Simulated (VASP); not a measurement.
Band structure of PbO$_{2}$ (space group P4_2/mnm). These are LDA (Ceperley-Alder, Perdew-Zunger), VASP's LDA PAW potentials (set 64) (plane waves; VASP 6.6.1) values and carry that method's errors.

Unless said otherwise, spin-orbit coupling is left out, though it shifts the bands of the heavy elements here.

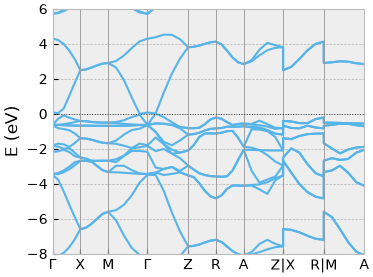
Figure. Bands along high-symmetry lines, zero at the valence-band maximum or, without a gap, the Fermi level

Read the plot: is there a gap, and where are the band edges?

It has no gap at this level: it comes out as a metal or semimetal.

The structure is a typed PbO2 crystal. The cell was not relaxed at this level.
